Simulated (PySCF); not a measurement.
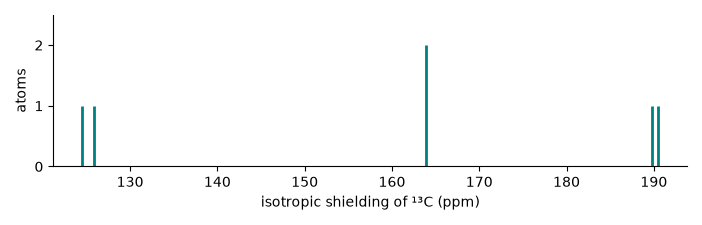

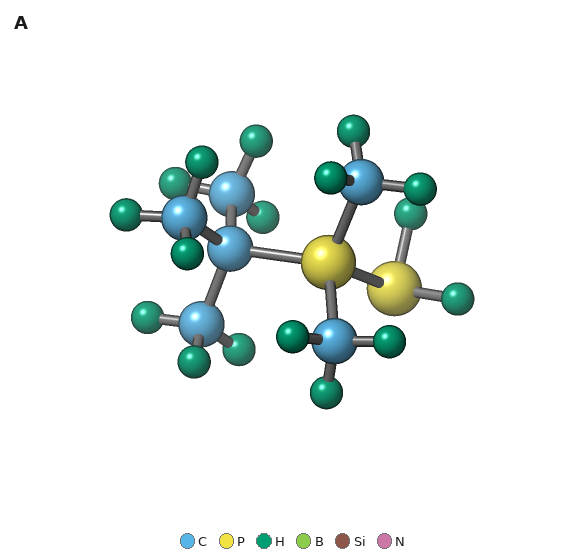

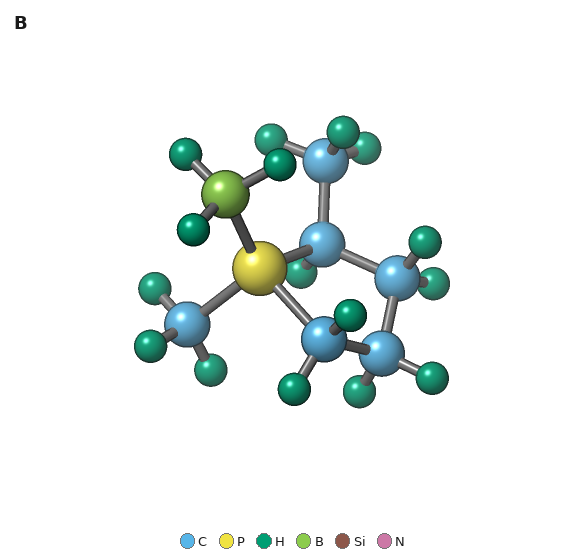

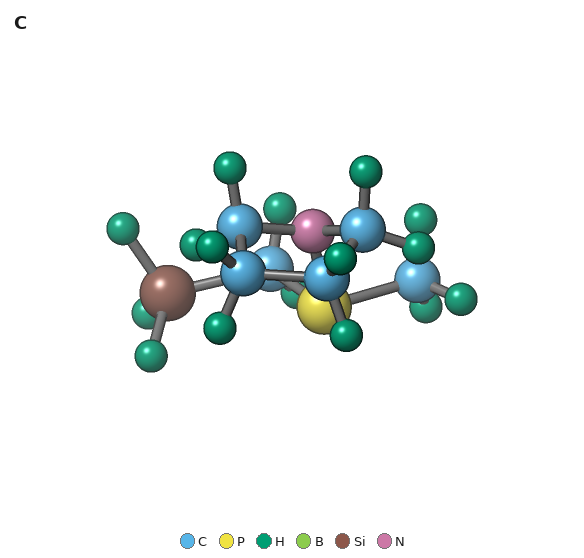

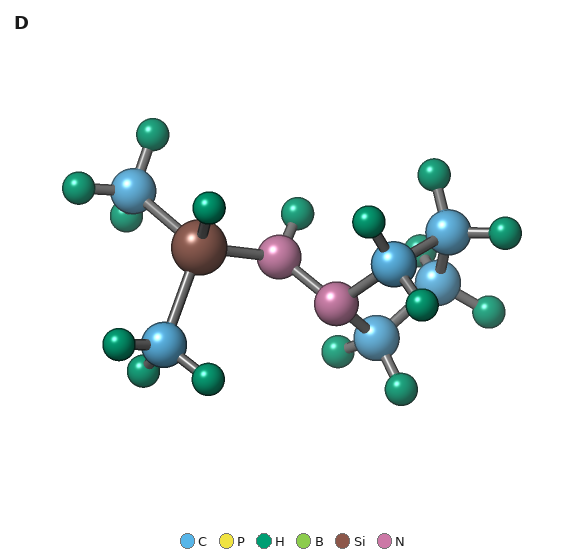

The sticks are computed shieldings of one of the molecules, for one fixed geometry (GFN2-xTB) without averaging over rotations. Low shielding means a high chemical shift. Method: GIAO PBE0/pcSseg-1 NMR shielding, non-relativistic, gas phase (PySCF 2.14.0).

> Match the spectrum to a structure.

D, `C[SiH](C)NN1CCCC1`. Its 6 C atoms give lines at 124.5, 125.8, 163.9 (2 atoms), 189.8, 190.5 ppm.

The geometry is semi-empirical. Around B, P, Si such bond lengths and angles can be off by a tenth of an ångström or more and by several degrees, and values that hang on the shape move with them.
